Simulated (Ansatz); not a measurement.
# AlBH₂ (triplet): one geometry, many settings at distance B1–H3 = 1.460 Å

Aim: run AlBH₂ (triplet) at one geometry under a spread of methods and options, and see what each costs and gives.

The runs use Ansatz 0.2.0, Gaussian basis; the settings change from run to run.

16 further runs of the same task are left out: 1 for a mislabelled method, 12 that didn't finish, 3 set aside as unsound or not needed.

### 1 What is computed

The geometry derives from a PBE0/def2-TZVP stationary point (not a proven minimum). One bond is set to the value named and the two fragments are kept rigid.

4 atoms, charge 0, spin multiplicity 3.

Atoms are counted from 1 here; the program's logs count them from 0.

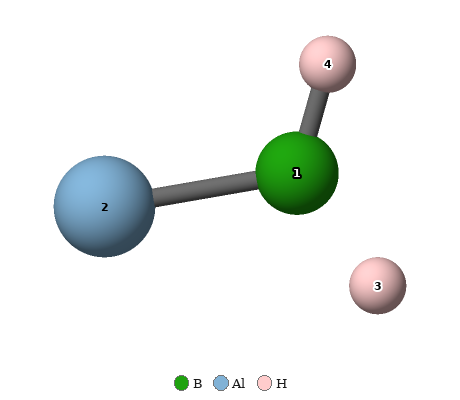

The structure; boron green, aluminium light blue, hydrogen pink; atoms are numbered from 1 in the order of the file.

### 2 CASCI(6,5)/6-31G

The input, in.yaml:

```yaml
crystal:
  periodic: [false, false, false]
  atoms:
    - {symbol: B, position_ang: [0.000000, -0.006044, 1.365986]}
    - {symbol: Al, position_ang: [0.000000, -0.006044, -0.692291]}
    - {symbol: H, position_ang: [0.000000, 1.310282, 1.997559]}
    - {symbol: H, position_ang: [0.000000, -1.083656, 1.883024]}
basis:
  gaussian: {orbitals: 6-31G}
magnetization: {spin_polarized: false, initial_magnetization: 2}
correlation: {active_space: {window: {electrons: 6, orbitals: 5}, fixed_orbitals: true}}
scf: {lower_state_search: full}
```

Run with:

```
$ ansatz run in.yaml --threads 1 --pin off --events-out ev --progress --plain --max-ram 2393MiB
```

Log:

```text
Functional definition: HF
  name "HF"
  cite "Fock, Z. Phys. 61, 126 (1930) doi:10.1007/BF01340294"
  parent pbe
  exchange = exact_x
  correlation = 0
328 factors; integrals over basis functions are off by at most 3.1e-4 eV
mean field evaluation 1: about -7281.3357 eV, gradient 8.9e0 eV
mean field evaluation 2: about -7281.3358 eV, gradient 8.9e0 eV
mean field evaluation 4: about -7282.0488 eV, gradient 1.9e0 eV
mean field evaluation 8: about -7282.1967 eV, gradient 2.9e-1 eV
mean field evaluation 16: about -7280.7679 eV, gradient 5.5e0 eV
mean field evaluation 32: about -7281.5445 eV, gradient 4.5e0 eV
mean field evaluation 64: about -7234.1840 eV, gradient 1.0e2 eV
mean field evaluation 96: about -7272.3613 eV, gradient 3.7e1 eV
mean field evaluation 128: about -7267.7174 eV, gradient 4.0e1 eV
mean field -7282.20049296 eV, -267.6159320633 hartree, gradient 2.3e-6 eV, S^2 2.000000; 12 other end points of the search recorded, 0 dependent functions left out
reference -7282.20049296 eV, -267.6159320633 hartree; 11, 9 occupied and 15, 17 virtual orbitals, 328 factors
state -7282.26268927 eV, -267.6182177359 hartree
Total energy: -7282.26268927 eV, -267.6182177359 hartree
```

Wall time 0.39 s (1 thread of Arm Neoverse V1, shared host).

From the report: 48 determinants; active occupations 2.00, 1.99, 1.00, 1.00, 0.01.

### 3 HF/def2-mTZVP

The input, in.yaml:

```yaml
crystal:
  periodic: [false, false, false]
  atoms:
    - {symbol: B, position_ang: [0.000000, -0.006044, 1.365986]}
    - {symbol: Al, position_ang: [0.000000, -0.006044, -0.692291]}
    - {symbol: H, position_ang: [0.000000, 1.310282, 1.997559]}
    - {symbol: H, position_ang: [0.000000, -1.083656, 1.883024]}
basis:
  gaussian: {orbitals: def2-mTZVP}
magnetization: {spin_polarized: true, initial_magnetization: 2}
hamiltonian: {xc: hf}
accuracy: high
output: {orbitals: {seedname: orbitals}}
```

Launched as before.

Log, shortened:

```text
Functional definition: HF
  name "HF"
  cite "Fock, Z. Phys. 61, 126 (1930) doi:10.1007/BF01340294"
  parent pbe
[...]
900 factors; integrals over basis functions are off by at most 3.9e-9 eV
[...]
mean field -7283.25883829 eV, -267.6548255370 hartree, gradient 1.3e-8 eV, S^2 2.023575; 4 other end points of the search recorded, 0 dependent functions left out
reference -7283.25883829 eV, -267.6548255370 hartree; 11, 9 occupied and 36, 38 virtual orbitals, 900 factors
Total energy: -7283.25883829 eV, -267.6548255370 hartree
```

Wall time 1.4 s (1 thread of Arm Neoverse V1, shared host).

From the report: ⟨S²⟩ of the determinant 2.024 (pure triplet: 2.00).

### 4 CCSD on UHF/STO-3G

in.yaml: that of step 3 with these lines changed.

```diff
@@ -8,6 +8,4 @@
 basis:
-  gaussian: {orbitals: def2-mTZVP}
+  gaussian: {orbitals: STO-3G}
 magnetization: {spin_polarized: true, initial_magnetization: 2}
-hamiltonian: {xc: hf}
-accuracy: high
-output: {orbitals: {seedname: orbitals}}
+correlation: {method: ccsd, electrons: all}
```

Launched as before.

Log, shortened:

```text
Functional definition: HF
  name "HF"
  cite "Fock, Z. Phys. 61, 126 (1930) doi:10.1007/BF01340294"
  parent pbe
[...]
181 factors; integrals over basis functions are off by at most 1.2e-4 eV
[...]
mean field -7193.72883558 eV, -264.3646586232 hartree, gradient 1.5e-6 eV, S^2 2.037376; 2 other end points of the search recorded, 0 dependent functions left out
determinant -7193.72883558 eV, -264.3646586232 hartree, with singles and doubles -7196.36617746 eV, -264.4615791496 hartree
determinant -7191.51017337 eV, -264.2831242906 hartree, with singles and doubles -7193.63716442 eV, -264.3612897701 hartree
reference -7193.72883558 eV, -264.3646586232 hartree; 11, 9 occupied and 5, 7 virtual orbitals, 181 factors
second order -1.71018163 eV of doubles, -0.00000000 eV of singles
cycle   1  -2.63608133 eV  change    1.3e-3 eV  update   1.7e-3
[...]
cycle   8  -2.63540835 eV  change    5.4e-6 eV  update   4.3e-6
Total energy: -7196.36424394 eV, -264.4615080938 hartree
```

Wall time 0.36 s (1 thread of Arm Neoverse V1, shared host).

From the report: ⟨S²⟩ of the determinant 2.037 (pure triplet: 2.00); correlation -2.6354 eV; T1 0.023; largest double amplitude 0.11.

### 5 HF/6-31G

in.yaml: that of step 4 with these lines changed.

```diff
@@ -8,4 +8,5 @@
 basis:
-  gaussian: {orbitals: STO-3G}
-magnetization: {spin_polarized: true, initial_magnetization: 2}
-correlation: {method: ccsd, electrons: all}
+  gaussian: {orbitals: 6-31G}
+magnetization: {spin_polarized: false, initial_magnetization: 2}
+hamiltonian: {xc: hf}
+output: {forces: true, orbitals: {seedname: orbitals}}
```

The command is unchanged.

Log, shortened:

```text
Functional definition: HF
  name "HF"
  cite "Fock, Z. Phys. 61, 126 (1930) doi:10.1007/BF01340294"
  parent pbe
[...]
328 factors; integrals over basis functions are off by at most 3.1e-4 eV
[...]
mean field -7282.20049296 eV, -267.6159320633 hartree, gradient 3.9e-5 eV, S^2 2.000000; 2 other end points of the search recorded, 0 dependent functions left out
[...]
reference -7282.20049296 eV, -267.6159320633 hartree; 11, 9 occupied and 15, 17 virtual orbitals, 328 factors
Total energy: -7282.20049296 eV, -267.6159320633 hartree
Atom 0 at     0.000000    -0.006044     1.365986 Å, force     0.000000     2.875806     1.210040 eV/Å
Atom 1 at     0.000000    -0.006044    -0.692291 Å, force     0.000000     0.108715    -0.291062 eV/Å
Atom 2 at     0.000000     1.310282     1.997559 Å, force     0.000000    -3.443018    -1.316459 eV/Å
Atom 3 at     0.000000    -1.083656     1.883024 Å, force    -0.000000     0.458497     0.397481 eV/Å
Dipole moment:     0.000000    -0.068580    -0.336417 e Å
```

It took 0.3 s on 1 thread of Arm Neoverse V1, shared host.

### 6 NEVPT2(6,6)/6-31G

in.yaml: that of step 5 with these lines changed.

```diff
@@ -10,3 +10,3 @@
 magnetization: {spin_polarized: false, initial_magnetization: 2}
-hamiltonian: {xc: hf}
-output: {forces: true, orbitals: {seedname: orbitals}}
+correlation: {method: sc_nevpt2, electrons: outside_noble_gas, active_space: {window: {electrons: 6, orbitals: 6}}}
+output: {forces: true}
```

The command is unchanged.

Log, shortened:

```text
Functional definition: HF
  name "HF"
  cite "Fock, Z. Phys. 61, 126 (1930) doi:10.1007/BF01340294"
  parent pbe
[...]
328 factors; integrals over basis functions are off by at most 3.1e-4 eV
[...]
mean field -7282.20049296 eV, -267.6159320633 hartree, gradient 2.3e-6 eV, S^2 2.000000; 7 other end points of the search recorded, 0 dependent functions left out
reference -7282.20049296 eV, -267.6159320633 hartree; 11, 9 occupied and 15, 17 virtual orbitals, 328 factors
state -7283.15582727 eV, -267.6510399518 hartree
state -7283.15582727 eV, -267.6510399518 hartree; corrected -7284.63336558 eV, -267.7053384833 hartree
state -7283.06363011 eV, -267.6476517688 hartree
state -7283.06363011 eV, -267.6476517688 hartree; corrected -7284.58447223 eV, -267.7035416859 hartree
state -7283.15582727 eV, -267.6510399518 hartree; corrected -7284.63336558 eV, -267.7053384833 hartree
[...]
Total energy: -7284.63336558 eV, -267.7053384833 hartree
Atom 0 at     0.000000    -0.006044     1.365986 Å, force    -0.000000     2.600438     1.348704 eV/Å
Atom 1 at     0.000000    -0.006044    -0.692291 Å, force    -0.000000     0.086760    -0.442169 eV/Å
Atom 2 at     0.000000     1.310282     1.997559 Å, force     0.000000    -2.760038    -1.195091 eV/Å
Atom 3 at     0.000000    -1.083656     1.883024 Å, force     0.000000     0.072840     0.288556 eV/Å
Dipole moment:     0.000000    -0.051305    -0.443956 e Å
```

Run time: 1.4 s. Hardware: 1 thread of Arm Neoverse V1, shared host.

From the report: 192 determinants; active occupations 1.97, 1.95, 1.03, 0.97, 0.05, 0.04.

### 7 CCSDT(Q)/B/cc-pVDZ

The input, in.yaml:

```yaml
crystal:
  periodic: [false, false, false]
  atoms:
    - {symbol: B, position_ang: [0.000000, -0.006044, 1.365986]}
    - {symbol: Al, position_ang: [0.000000, -0.006044, -0.692291]}
    - {symbol: H, position_ang: [0.000000, 1.310282, 1.997559]}
    - {symbol: H, position_ang: [0.000000, -1.083656, 1.883024]}
basis:
  gaussian: {orbitals: cc-pVDZ}
magnetization: {spin_polarized: true, initial_magnetization: 2}
hamiltonian: {xc: {name: r2SCAN}}
correlation: {method: ccsdt_q_b, electrons: outside_noble_gas}
accuracy: high
```

The command is unchanged.

Log, shortened:

```text
Functional definition: r2SCAN
  name "r2SCAN"
  cite "Furness, Kaplan, Ning, Perdew & Sun, J. Phys. Chem. Lett. 11, 8208 (2020) doi:10.1021/acs.jpclett.0c02405"
  cite "Furness, Kaplan, Ning, Perdew & Sun, J. Phys. Chem. Lett. 11, 9248 (2020) doi:10.1021/acs.jpclett.0c03077"
  parent r2scan
[...]
901 factors; integrals over basis functions are off by at most 3.2e-9 eV
[...]
mean field -7301.03257232 eV, -268.3079982151 hartree, gradient 5.3e-8 eV, S^2 2.011722; 2 other end points of the search recorded, 0 dependent functions left out
6 core orbitals not correlated: weight in the atoms' cores, before any rotation towards them, 1.000 or more for the frozen orbitals, at most 0.000 for the correlated occupied ones
reference -7282.98573199 eV, -267.6447890655 hartree; 5, 3 occupied and 31, 33 virtual orbitals, 901 factors
second order -3.62061127 eV of doubles, -0.15119814 eV of singles
cycle   1  -4.25356055 eV  change   -4.8e-1 eV  update   7.9e-2
[...]
cycle  28  -4.69621615 eV  change  -1.1e-10 eV  update  7.4e-10
perturbative correction -0.01073805 eV, -0.0003946161 hartree
Total energy: -7287.69268618 eV, -267.8177664418 hartree
```

Wall time 25 s (1 thread of Arm Neoverse V1, shared host); peak memory 0.26 GiB.

From the report: ⟨S²⟩ of the determinant 2.012 (pure triplet: 2.00); correlation -4.7070 eV; T1 0.018; largest double amplitude 0.12. The orbitals are Kohn-Sham ones, so correlation energy and T1 don't compare with those on Hartree-Fock orbitals.

### 8 All runs side by side

Where basis and cores are those of an earlier FCI/6-31G run (-7285.2657 eV), and the state is the same kind, the miss against it is given.

```csv
level,correlated,functions,energy (eV),from FCI (meV),time
"CASCI(6,5)/6-31G",,26,-7282.2627,3003.0,0.39 s
HF/def2-mTZVP,,47,-7283.2588,,1.4 s
CCSD on UHF/STO-3G,all,16,-7196.3642,,0.36 s
HF/6-31G,,26,-7282.2005,3065.2,0.3 s
"NEVPT2(6,6)/6-31G",outside noble gas,26,-7284.6334,632.3,1.4 s
CCSDT(Q)/B/cc-pVDZ (on r2SCAN orbitals),outside noble gas,42,-7287.6927,,25 s
```

### 9 Summary of results

```
quantity                                          value
    runs                                              6
quickest                                HF/6-31G, 0.3 s
 slowest  CCSDT(Q)/B/cc-pVDZ (on r2SCAN orbitals), 25 s
```

Total energies in different bases, with other cores or another treatment of relativity can't be set against each other. CCSDT(Q)/B/cc-pVDZ (on r2SCAN orbitals) took 83 times as long as HF/6-31G; the jobs differ in more than the method. Hartree-Fock, CASSCF and CASCI lack dynamic correlation by design.
